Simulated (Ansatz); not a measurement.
# BiH3 (model cell, started as ReO3 type): a soft mode frozen in

Wanted: the energy along a soft mode of BiH3 (model cell, started as ReO3 type) and the structure at the end.

Program: Ansatz 0.2.0. Level of theory: DFT PBEsol, scalar-relativistic, plane waves, PAW. Results are calculated unless marked as measured.

The structure was built from a prototype and need not be the compound's stable phase.

## (1) Set-up

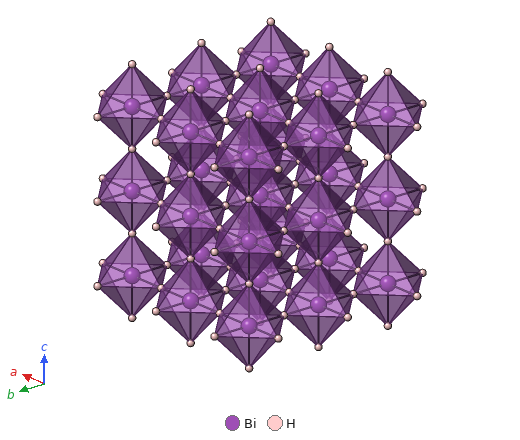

The cell as given, from a free direction (bismuth purple, hydrogen pink). 2×2×2 cells are drawn. Some periodic images of atoms are drawn too.

## (2) Phonons on a q mesh

The cell comes from relaxations at this level that are not shown. Stability and thermal properties need the whole zone. Linear response on a 4×4×4 q mesh gives force constants as far as a supercell of that size would.

input.yaml reads:

```yaml
crystal:
  lattice:
    - [4.1628261251, 0.0, 0.0]
    - [0.0, 4.1628261251, 0.0]
    - [0.0, 0.0, 4.1628261251]
  atoms:
    - { symbol: Bi, position: [0.0, 0.0, 0.0] }
    - { symbol: H, position: [0.5, 0.0, 0.0] }
    - { symbol: H, position: [0.0, 0.5, 0.0] }
    - { symbol: H, position: [0.0, 0.0, 0.5] }
kpoints:
  mp_grid: { grid: [12, 12, 12] }
hamiltonian:
  xc: pbesol
scf:
  occupations: { method: methfessel_paxton, width: 0.2 }
output:
  eigenvalues: true
phonons:
  method: dfpt
  qmesh: [4, 4, 4]
  temperatures: { t_max: 1000, t_step: 50 }
  qpath:
    path:
      - [[0.0, 0.0, 0.0], [0.0, 0.5, 0.0], [0.5, 0.5, 0.0], [0.0, 0.0, 0.0], [0.5, 0.5, 0.5], [0.0, 0.5, 0.0]]
      - [[0.5, 0.5, 0.5], [0.5, 0.5, 0.0]]
    npoints: 10
```

Launch:

```sh
$ ansatz run input.yaml --threads 4 --pin off --max-ram 7168MiB --backend cpu --events-out ev --progress --plain --runs-dir out
```

Numbers of over 12 decimals in the logs are rounded to 6 here.

Output:

```text
Engine: ansatz 0.2.0, aarch64-unknown-linux-gnu
Pseudopotentials: kind: paw
Pseudopotential: Bi, paw, valence charge 15, recommended cutoff 420 eV (normal), Bi.paw.azcp
Pseudopotential: H, paw, valence charge 1, recommended cutoff 420 eV (normal), H.paw.azcp
Functional definition: PBEsol
  exchange = pbesol_x
  correlation = pbesol_c
Crystal: 4 atoms, lattice volume = 72.138 Å³
Basis set: ecut = 420 eV, 1365 PW (Γ), exchange–correlation on 60×60×60 points (8 copies of the dense FFT grid, shifted against one another)
Bands: 13, of which v1, the nominal top of the filled ones, is band 9 counted from 1 (8 counted from 0)
Symmetry: 48 space group operations
k-points: 84 of 1728
Non-local potential: Bi, projectors of the file, l = 0: 2, l = 1: 2, l = 2: 2, l = 3: 2
Non-local potential: H, projectors of the file, l = 0: 2, l = 1: 1
PAW form: soft (Blöchl's): semilocal exchange-correlation on the pseudo side does not see the compensation charge
PAW frozen core: Bi, regenerated for the run's functional, and the local potential with it (the file was generated under x = pbe(κ = 0.804, μ = 0.219515), c = pbe(β = 0.066725))
PAW one-centre angular grid: Bi, 590 points (default); XC on 64 Gauss nodes
PAW one-centre angular grid: H, 110 points (default); XC on 64 Gauss nodes
Initial density: superposition of atomic densities (neutral atoms: chi_scale 0, normalization atom), corrected by the library's trained network
Initial wavefunctions: pseudopotential atomic-orbital guess
Functional: x = pbesol(κ = 0.804, μ = 0.123457), c = pbesol(β = 0.046)
SCF iter   1: F=—  HF=-12287.038061 eV  |F-HF|=—  |Δ(HF+E_count)|=         —  Δρ=5.40e-3  dr2=1.62e-2  ethr=1.77e-3  ⟨swp⟩=5.4  Hψ=6080  notcnv=0
preconditioner: auto → none  [metal: Δε(μ)=0.054 eV  Ē_g=9.681 eV  σ=0.200 eV  W_gap=0.23  n_scr=18 (ndim 8)  ℏωp=12.4 eV  f_vac=0.180  D(μ)=0.37/eV (n_scr^D=0)  sad-step TF]
SCF iter   2: F=—  HF=-12287.036409 eV  |F-HF|=—  |Δ(HF+E_count)|=   1.65e-3  S|Δr|=    0.00e0  Δρ=2.63e-3  dr2=4.64e-3  ethr=9.00e-5  ⟨swp⟩=1.0  Hψ=1766  notcnv=0
SCF iter   3: F=—  HF=-12287.039638 eV  |F-HF|=—  |Δ(HF+E_count)|=   3.23e-3  S|Δr|=    0.00e0  Δρ=3.31e-4  dr2=1.18e-4  ethr=2.58e-5  ⟨swp⟩=2.0  Hψ=1450  notcnv=0
SCF iter   4: F=—  HF=-12287.040088 eV  |F-HF|=—  |Δ(HF+E_count)|=   4.50e-4  S|Δr|=    0.00e0  Δρ=1.64e-4  dr2=2.32e-5  ethr=6.55e-7  ⟨swp⟩=2.0  Hψ=1871  notcnv=0
SCF iter   5: F=—  HF=-12287.040089 eV  |F-HF|=—  |Δ(HF+E_count)|=   8.21e-7  S|Δr|=    0.00e0  Δρ=1.97e-5  dr2=3.72e-7  ethr=1.29e-7  ⟨swp⟩=2.0  Hψ=1851  notcnv=0
SCF iter   6: F=—  HF=-12287.040084 eV  |F-HF|=—  |Δ(HF+E_count)|=   4.65e-6  S|Δr|=    0.00e0  Δρ=2.11e-6  dr2=4.87e-9  ethr=2.07e-9  ⟨swp⟩=2.1  Hψ=1452  notcnv=0
SCF iter   7: F=—  HF=-12287.040084 eV  |F-HF|=—  |Δ(HF+E_count)|=   1.37e-8  S|Δr|=    0.00e0  Δρ=4.12e-7  dr2=1.01e-10  ethr=2.70e-11  ⟨swp⟩=2.3  Hψ=1944  notcnv=0
SCF iter   8: F=-12287.040084 eV  HF=-12287.040084 eV  |F-HF|=2.36e-11  |Δ(HF+E_count)|=   1.05e-9  S|Δr|=    0.00e0  Δρ=4.70e-8  dr2=2.14e-12  ethr=1.00e-12  ⟨swp⟩=8.5  Hψ=6720  notcnv=0
SCF 1 converged in 8 iterations: F = -12287.040084 eV  dr2 = 2.14e-12
  Residual-converged pass: ⟨swp⟩=1.0  Hψ=1429  notcnv=0  max |occ|·‖R‖ = 7.0e-9 eV (tolerance 1.0e-8 eV)  dr2=2.14e-12  dr2_onsite=2.06e-13  max |Δocc| = 4.6e-10
  greatest PAW one-centre occupation: 0.989 electrons in one spin orbital (limit 2), on the Bi atom at site 0 (counted from 0), in its partial waves of l = 2
Initial density: read from a saved state, or passed on in memory by an earlier SCF of this step, an earlier step, the calling program or the single point that the run made first
iter 1 solved again at ethr=1.92e-7 eV; its pass at ethr=3.10e-3 eV (dr2=3.46e-5 eV) is discarded
SCF iter   1: F=—  HF=-12287.040082 eV  |F-HF|=—  |Δ(HF+E_count)|=         —  Δρ=3.32e-7  dr2=5.57e-11  ethr=1.92e-7  ⟨swp⟩=3.6  Hψ=9613  notcnv=0
eigensolver tolerance schedule: the retry pair's looser diagonalisation over-reported the residual by 620423.02 of it (diagonalisation noise at an unbounded share of the residual, at the tolerance the schedule requests for it); recorded, not acted on — ethr = c·dr2/N_el stays at c = 1.0e-1
preconditioner: auto → none  [metal: Δε(μ)=0.054 eV  Ē_g=9.728 eV  σ=0.200 eV  W_gap=0.23  n_scr=18 (ndim 8)  ℏωp=12.4 eV  f_vac=0.202  D(μ)=0.33/eV (n_scr^D=0)]
SCF iter   2: F=—  HF=-12287.040084 eV  |F-HF|=—  |Δ(HF+E_count)|=   1.92e-6  S|Δr|=    0.00e0  Δρ=2.02e-7  dr2=2.25e-11  ethr=1.00e-12  ⟨swp⟩=4.0  Hψ=3123  notcnv=0
SCF iter   3: F=-12287.040084 eV  HF=-12287.040084 eV  |F-HF|=5.46e-12  |Δ(HF+E_count)|=  8.73e-11  S|Δr|=    0.00e0  Δρ=1.13e-7  dr2=6.03e-12  ethr=1.00e-12  ⟨swp⟩=4.1  Hψ=3385  notcnv=0
SCF 2 converged in 3 iterations: F = -12287.040084 eV  dr2 = 6.03e-12
phonons: the bands overlap, so this run is a metal and interpolates without the dipole-dipole term. If the crystal is really an insulator or semiconductor, its LO-TO splitting is missing
NSCF: frozen V_eff on 84 k-points
WARN: eigensolver did not converge in 18 slots of this pass, the one above among them; of largest residual over every band (k=5): 1 band(s) unlocked (lowest unlocked band 12, counted from 0; max residual 3.70e-3 eV among the unlocked bands, 3.70e-3 eV over every band); of lowest unlocked band (k=5): band 12
NSCF: frozen V_eff on 343 k-points
DFPT response loops at q = (0, 0, 0) (fractional): preconditioner auto → none (partly filled bands, converged f_vac=0.202); β = 0.50; Broyden in place of MSR1
NSCF: frozen V_eff on 1176 k-points
DFPT response loops at q = (0, 0, 0.25) (fractional): mixed as the last ones told, above
NSCF: frozen V_eff on 686 k-points
DFPT response loops at q = (0, 0, -0.5) (fractional): mixed as the last ones told, above
NSCF: frozen V_eff on 2016 k-points
DFPT response loops at q = (0, 0.25, 0.25) (fractional): mixed as the last ones told, above
NSCF: frozen V_eff on 1176 k-points
DFPT response loops at q = (0, 0.25, -0.5) (fractional): mixed as the last ones told, above
NSCF: frozen V_eff on 686 k-points
DFPT response loops at q = (0, -0.5, -0.5) (fractional): mixed as the last ones told, above
NSCF: frozen V_eff on 3456 k-points
DFPT response loops at q = (0.25, 0.25, 0.25) (fractional): mixed as the last ones told, above
NSCF: frozen V_eff on 2016 k-points
DFPT response loops at q = (0.25, 0.25, -0.5) (fractional): mixed as the last ones told, above
NSCF: frozen V_eff on 1176 k-points
DFPT response loops at q = (0.25, -0.5, -0.5) (fractional): mixed as the last ones told, above
NSCF: frozen V_eff on 686 k-points
DFPT response loops at q = (-0.5, -0.5, -0.5) (fractional): mixed as the last ones told, above
SCF converged after 8 iterations
Stability not checked: this state was not tested for a lower state beside it, because cold or Methfessel-Paxton smearing, or corrected tetrahedra, fill the levels in a way that the test cannot read (fill_not_monotonic; see scf.lower_state_search)
Free energy (F): -12287.040084 eV
Harris-Foulkes:  -12287.040084 eV  (|F-HF|=2.36e-11)
Internal energy: -12287.041886 eV  (E = F + TS)
E sigma→0 (E₀):  -12287.040535 eV
Entropy (-TS):   0.001802 eV (0.451 meV/atom)
Fermi energy:    3.561859 eV
--- Per-component energies (eV) ---
  E_band       = -211.635389
  E_kinetic    = 339.764250
  E_local      = -2083.217538  (includes V_loc(G=0)·N_el)
  E_nonlocal   = 567.205000
  E_hartree    = 715.166186
  E_xc         = -175.103444
  E_vxc        = -176.398888  (∫ρ·V_xc dr)
  E_paw        = -10511.110997  (= ΣΔE_a)
  E_vpaw       = -289.316915  (= ΣTr[D̂ρ^β])
  E_aug_tail   = -0.003730  (compensation charges beyond the density's cutoff)
  E_ewald      = -1139.831365
  E_core_change = 0.089752  (= ΣΔE_core)
  E_smearing   = 0.001802  (= −TS)
  E_closure    = 0.000000  (closes the sum)
  Σ components = -12287.040084   (vs F -12287.040084, Δ=0.00e0)
--- Band table (eV; the first three rows and the last of 84) ---
  k-point 0: bands = [... 5 lower, -8.9656, 1.7273, 1.7273, 3.4749, 3.4749, 3.4749, 4.8138, 10.9216]
  k-point 1: bands = [... 5 lower, -8.9312, 1.1335, 1.7374, 3.5047, 3.5047, 3.6035, 5.4294, 10.6883]
  k-point 2: bands = [... 5 lower, -8.8328, 0.0904, 1.7654, 3.5883, 3.5883, 3.7543, 6.7454, 10.1607]
  k-point 83: bands = [... 5 lower, -6.8535, -1.8865, -1.8865, -1.8865, 7.4214, 7.4214, 7.4214, 9.8784]
--- Phonons (Γ-DFPT): 3 representative perturbations + reference (Σ response iterations 9) ---
  ASR residual: 7.873e-5 → 0.000e0 eV/Å²; symmetrization residual: 3.376e-7 eV/Å²
  ASR residual per site (eV/Å²): 7.87e-5 1.01e-5 1.01e-5 1.01e-5
  Γ frequencies (cm⁻¹): -1283.96 -1283.96 -1283.96 0.00 0.00 0.00 455.11 455.11 455.11 476.45 476.45 476.45
--- Phonons (arbitrary-q DFPT): 10 irreducible q on the 4×4×4 mesh ---
  q = [0.0000, 0.0000, 0.0000] (star 1, of the zone-centre solve; hermiticity 1.11e-7, symmetrization 5.78e-13): -1283.96 -1283.96 -1283.96 -0.00 -0.00 0.00 455.11 455.11 455.11 476.45 476.45 476.45
  q = [0.0000, 0.0000, 0.2500] (star 6, 7 solved perturbations in 3612 linear systems a pass and spin channel, the states on 588 of 1728 k-point pairs; hermiticity 1.27e-7, symmetrization 2.52e-13): -1310.12 -1310.12 17.91 17.91 73.28 459.35 459.35 459.35 461.87 473.61 473.61 1235.53
  q = [0.0000, 0.0000, -0.5000] (star 3, 7 solved perturbations in 2107 linear systems a pass and spin channel, the states on 343 of 1728 k-point pairs; hermiticity 1.25e-7, symmetrization 4.18e-13): -1347.50 -1347.50 29.84 29.84 103.44 449.18 455.24 455.24 458.26 466.54 466.54 1414.69
  q = [0.0000, 0.2500, 0.2500] (star 12, 7 solved perturbations in 6132 linear systems a pass and spin channel, the states on 1008 of 1728 k-point pairs; hermiticity 1.20e-7, symmetrization 8.37e-14): -1315.94 25.35 72.80 80.56 348.99 450.40 462.22 468.35 471.00 559.18 1206.73 1276.92
  q = [0.0000, 0.2500, -0.5000] (star 12, 12 solved perturbations on 588 of 1728 k-point pairs; hermiticity 9.22e-8, symmetrization 8.20e-14): -1344.17 34.85 83.34 104.51 289.48 443.65 447.65 452.89 470.56 602.96 1234.78 1422.22
  q = [0.0000, -0.5000, -0.5000] (star 3, 7 solved perturbations in 2107 linear systems a pass and spin channel, the states on 343 of 1728 k-point pairs; hermiticity 5.15e-8, symmetrization 6.82e-14): -1376.93 41.90 112.93 112.93 200.11 430.34 430.34 450.74 450.74 668.13 1373.18 1453.82
  q = [0.2500, 0.2500, 0.2500] (star 8, 3 solved perturbations in 3600 linear systems a pass and spin channel, the states on 1728 of 1728 k-point pairs; hermiticity 1.26e-7, symmetrization 2.50e-12): 75.66 75.66 86.35 344.04 348.08 348.08 551.59 551.59 562.79 1163.93 1283.37 1283.37
  q = [0.2500, 0.2500, -0.5000] (star 12, 7 solved perturbations in 6132 linear systems a pass and spin channel, the states on 1008 of 1728 k-point pairs; hermiticity 8.74e-8, symmetrization 4.81e-13): 81.99 88.11 105.73 283.66 288.97 342.78 551.30 595.56 603.65 1183.70 1287.36 1431.87
  q = [0.2500, -0.5000, -0.5000] (star 6, 7 solved perturbations in 3612 linear systems a pass and spin channel, the states on 588 of 1728 k-point pairs; hermiticity 9.84e-8, symmetrization 3.18e-13): 89.94 113.49 113.49 197.73 282.13 282.13 595.98 595.98 665.79 1214.05 1396.56 1461.75
  q = [-0.5000, -0.5000, -0.5000] (star 1, 3 solved perturbations in 735 linear systems a pass and spin channel, the states on 343 of 1728 k-point pairs; hermiticity 1.73e-13, symmetrization 2.20e-12): 120.27 120.27 120.27 195.67 195.67 195.67 663.51 663.51 663.51 1310.73 1464.29 1464.29
  sum rule: each row above includes the acoustic sum rule's correction from the zone centre's row sums; it moved no ω² by more than (1.65 cm⁻¹)²
  mesh force constants: q→R imaginary residual 2.52e-48; ASR residual 7.873e-5 → 0.000e0 eV/Å²; symmetrization residual 5.329e-15 eV/Å²
  interpolated dispersion: 62 rows × 12 modes
  density of states and harmonic sums: on the 16×16×16 q-mesh, interpolated from the force constants of a 4×4×4 supercell (no non-analytic term)
  largest difference from the sums on the solved wave vectors: F 1.64e-2 eV, S 1.29e-5 and C_V 8.15e-6 eV/K
  zero-point energy: 0.346455 eV/cell   skipped modes (ω ≤ 0): 168, of them read as no rigid motion or as one in doubt: 165 (9.375e-1 modes/cell left out, lowest -1376.93 cm⁻¹)   left out of the sums: 7.82e-2 of the cell's modes: C_V's classical limit lies that fraction below 3 k_B per atom; for a crystal, a wire or a layer, F and S can be off by more, and a phonons.interpolated_qmesh denser along its periods is the remedy for the sampling
```

Elapsed: 11 min, on 4 threads of Arm Neoverse V2, shared host; peak memory 3.6 GiB.

The column dr2 measures how far the density is from self-consistency, as an energy; F and HF (Harris–Foulkes) agree once it is small.

This step gave:

```yaml
volume_per_atom: 18.03 Å³
gap_on_the_k_mesh: 0 eV
sum_rule_residual_before_enforcement: 7.87e-5 eV/Å²
lowest_frequency_on_the_path: -1377 cm⁻¹
point_group: m-3m
highest_frequency_on_the_path_or_at_a_solved_wavevector: 1522 cm⁻¹
highest_optical_mode_at_the_zone_centre_no_lo_to_term: 476.4 cm⁻¹
lowest_optical_zone_centre_mode: -1284 cm⁻¹
lowest_mode_on_the_q_mesh_acoustic_modes_at_gamma_apart: -1377 cm⁻¹
```

Frequencies (cm⁻¹) solved at each irreducible wavevector; negative means imaginary. Frequencies by wavevector, by row:

| q in reciprocal lattice units | star | mode 1 | mode 2 | mode 3 | mode 4 | mode 10 | mode 11 | mode 12 |
| --- | --- | --- | --- | --- | --- | --- | --- | --- |
| 0 0 0 | 1 | -1284 | -1284 | -1284 | 0 | 476.4 | 476.4 | 476.4 |
| 0 0 0.25 | 6 | -1310 | -1310 | 17.9 | 17.9 | 473.6 | 473.6 | 1236 |
| 0 0 -0.5 | 3 | -1348 | -1348 | 29.8 | 29.8 | 466.5 | 466.5 | 1415 |
| 0 0.25 0.25 | 12 | -1316 | 25.4 | 72.8 | 80.6 | 559.2 | 1207 | 1277 |
| 0 0.25 -0.5 | 12 | -1344 | 34.9 | 83.3 | 104.5 | 603 | 1235 | 1422 |
| 0 -0.5 -0.5 | 3 | -1377 | 41.9 | 112.9 | 112.9 | 668.1 | 1373 | 1454 |
| 0.25 0.25 0.25 | 8 | 75.7 | 75.7 | 86.3 | 344 | 1164 | 1283 | 1283 |
| 0.25 0.25 -0.5 | 12 | 82 | 88.1 | 105.7 | 283.7 | 1184 | 1287 | 1432 |
| 0.25 -0.5 -0.5 | 6 | 89.9 | 113.5 | 113.5 | 197.7 | 1214 | 1397 | 1462 |
| -0.5 -0.5 -0.5 | 1 | 120.3 | 120.3 | 120.3 | 195.7 | 1311 | 1464 | 1464 |

Interpolated from a 4×4×4 q mesh. The phonon branches at the labelled points (cm⁻¹):

| point | branch 1 | branch 2 | branch 3 | branch 4 | branch 9 | branch 10 | branch 11 | branch 12 |
| --- | --- | --- | --- | --- | --- | --- | --- | --- |
| Γ | -1284 | -1284 | -1284 | 0 | 455 | 476 | 476 | 476 |
| X | -1348 | -1348 | 30 | 30 | 458 | 466 | 466 | 1415 |
| M | -1377 | 42 | 113 | 113 | 451 | 668 | 1373 | 1454 |
| Γ | -1284 | -1284 | -1284 | 0 | 455 | 476 | 476 | 476 |
| R | 120 | 120 | 120 | 196 | 664 | 1311 | 1464 | 1464 |
| X | -1348 | -1348 | 30 | 30 | 458 | 466 | 466 | 1415 |
| jump to R | 120 | 120 | 120 | 196 | 664 | 1311 | 1464 | 1464 |
| M | -1377 | 42 | 113 | 113 | 451 | 668 | 1373 | 1454 |

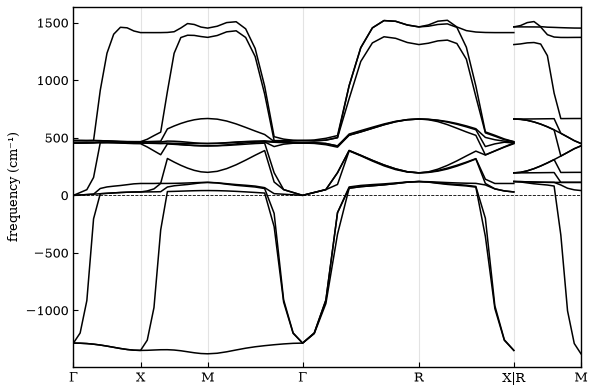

Phonon branches along the path.

Symmetry leaves 10 wavevectors to solve. The lowest mode among them, the acoustic zeros apart, lies at q = (0, -0.5, -0.5) and is imaginary, 1376.9i cm⁻¹, so the energy falls along it.

## (3) The mode frozen in, largest atomic shift 0 Å

The mode followed lies at q = (0, 0, -0.5) with frequency 1347.5i cm⁻¹ and is 2-fold degenerate, one of the unstable modes though not the softest. At small amplitude the distorted cell has space group no. 51 by a symmetry search on the positions. The undistorted cell that holds it gives the zero of energy on the same k mesh.

System of this step: BiH3 (model cell, started as ReO3 type). It takes space group Pm-3m (No. 221, cubic). The conventional cell has a = 4.163 Å, b = 4.163 Å, c = 4.163 Å, α = 90.00°, β = 90.00°, γ = 90.00°. Nearest to Bi lie 6 H at 2.08 Å. Nearest to H lie 2 Bi at 2.08 Å. Nearest to H lie 2 Bi at 2.08 Å. Farther neighbours are not listed.

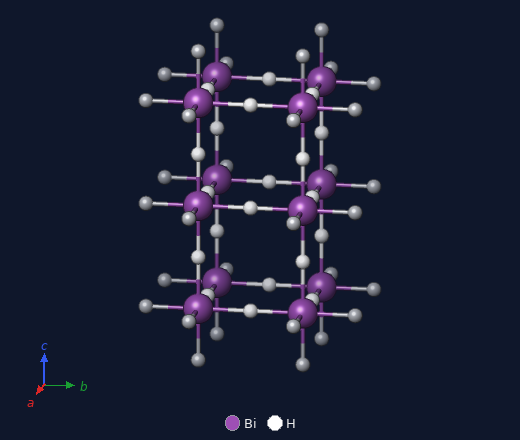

The cell of this step (bismuth purple, hydrogen white). Some periodic images of atoms are drawn too.

input.yaml reads:

```yaml
crystal:
  lattice:
    - [4.1628261251, 0.0, 0.0]
    - [0.0, 4.1628261251, 0.0]
    - [0.0, 0.0, 8.3256522502]
  atoms:
    - { symbol: Bi, position: [0.0, 0.0, 0.0] }
    - { symbol: Bi, position: [0.0, 0.0, 0.5] }
    - { symbol: H, position: [0.5, 0.0, 0.0] }
    - { symbol: H, position: [0.5, 0.0, 0.5] }
    - { symbol: H, position: [0.0, 0.5, 0.5] }
    - { symbol: H, position: [0.0, 0.5, 0.0] }
    - { symbol: H, position: [0.0, 0.0, 0.25] }
    - { symbol: H, position: [0.0, 0.0, 0.75] }
kpoints:
  mp_grid: { grid: [8, 8, 4] }
hamiltonian:
  xc: pbesol
scf:
  occupations: { method: methfessel_paxton, width: 0.2 }
output:
  forces: true
  stress: true
  eigenvalues: true
```

Output:

```text
[...]
Crystal: 8 atoms, lattice volume = 144.276 Å³
Basis set: ecut = 420 eV, 2787 PW (Γ), exchange–correlation on 60×60×120 points (8 copies of the dense FFT grid, shifted against one another)
Bands: 26, of which v1, the nominal top of the filled ones, is band 18 counted from 1 (17 counted from 0)
Symmetry: 32 space group operations
[...]
k-points: 45 of 256
[...]
k-point 0: bands = [... 14 lower, 1.7419, 1.9017, 3.4675, 3.4675, 3.4675, 3.9672, 3.9672, 4.2861, ... 4 higher]
  k-point 1: bands = [... 14 lower, 1.7643, 1.8773, 3.5331, 3.5331, 3.6821, 3.8851, 3.8851, 4.1664, ... 4 higher]
  k-point 2: bands = [... 14 lower, 1.8197, 1.8197, 3.7009, 3.7009, 3.7009, 3.7009, 3.9187, 3.9187, ... 4 higher]
  k-point 44: bands = [... 14 lower, -2.0086, -2.0086, -0.1559, -0.1559, 6.7308, 6.7308, 8.3369, 8.3369, ... 4 higher]
[key lines of the parts left out:]
SCF converged after 6 iterations
Free energy (F): -24573.955467 eV
Fermi energy:    3.608710 eV
P = ⅓ Tr σ = 0.1089 GPa (1.089 kbar)
```

The job ended after 2.7 s (4 threads; peak memory 0.48 GiB; 9.9 s of CPU time).

This step gave:

```
pressure                         : 0.1089 GPa
energy from the undistorted cell : 0 meV/atom
```

The run ends at a pressure of 0.11 GPa.

## (4) The mode frozen in, largest atomic shift 0.22 Å

The atoms are moved along the unstable eigenvector, the largest shift by 0.22 Å, with the cell fixed.

input.yaml, the sections that differ from step 3:

```yaml
crystal:
  lattice:
    - [4.1628261251, 0.0, 0.0]
    - [0.0, 4.1628261251, 0.0]
    - [0.0, 0.0, 8.3256522502]
  atoms:
    - { symbol: Bi, position: [0.0002304152, 0.0, 0.0] }
    - { symbol: Bi, position: [-0.0002304152, 0.0, 0.5] }
    - { symbol: H, position: [0.4471512878, 0.0, 0.0] }
    - { symbol: H, position: [0.5528487122, 0.0, 0.5] }
    - { symbol: H, position: [-0.0009277412, 0.5, 0.5] }
    - { symbol: H, position: [0.0009277412, 0.5, 0.0] }
    - { symbol: H, position: [0.0, 0.0, 0.25] }
    - { symbol: H, position: [0.0, 0.0, 0.75] }
# kpoints, hamiltonian, scf, output: as in step 3
```

Output:

```text
[...]
Crystal: 8 atoms, lattice volume = 144.276 Å³
Basis set: ecut = 420 eV, 2787 PW (Γ), exchange–correlation on 60×60×120 points (8 copies of the dense FFT grid, shifted against one another)
Bands: 26, of which v1, the nominal top of the filled ones, is band 18 counted from 1 (17 counted from 0)
Symmetry: 8 space group operations
[...]
k-points: 75 of 256
[...]
k-point 0: bands = [... 14 lower, 1.5616, 1.7762, 3.4103, 3.4992, 3.5024, 4.0039, 4.0909, 4.8402, ... 4 higher]
  k-point 1: bands = [... 14 lower, 1.5199, 1.5533, 3.4201, 3.4301, 3.5682, 3.9215, 4.4719, 4.7437, ... 4 higher]
  k-point 2: bands = [... 14 lower, 1.5321, 1.5321, 3.4311, 3.4311, 3.7366, 3.7366, 4.5898, 4.5898, ... 4 higher]
  k-point 74: bands = [... 14 lower, -1.9688, -1.9688, -0.1101, -0.1101, 6.7510, 6.7510, 8.3148, 8.3148, ... 4 higher]
[key lines of the parts left out:]
SCF converged after 6 iterations
Free energy (F): -24574.093593 eV
Fermi energy:    3.617820 eV
P = ⅓ Tr σ = 1.1780 GPa (11.780 kbar)
```

It took 4.1 s on 4 threads; peak memory 0.54 GiB.

Numbers from this step:

```
pressure                         : 1.178 GPa
energy from the undistorted cell : -17.29 meV/atom
```

The energy, extrapolated to zero smearing, is -17.29 meV/atom against the undistorted cell.

The run ends at a pressure of 1.18 GPa, with forces up to 0.086 eV/Å.

[end of part 1 of 3]

[Logs are printed without paths, hosts, clocks, repeated set-up lines and the standing remarks that a program may print on its own settings, such as how far it seeks lower states.]

[Hosts, paths, dates, database ids (printed as entryN), source tags and the programs' standing remarks are cut or masked in the printed files.]
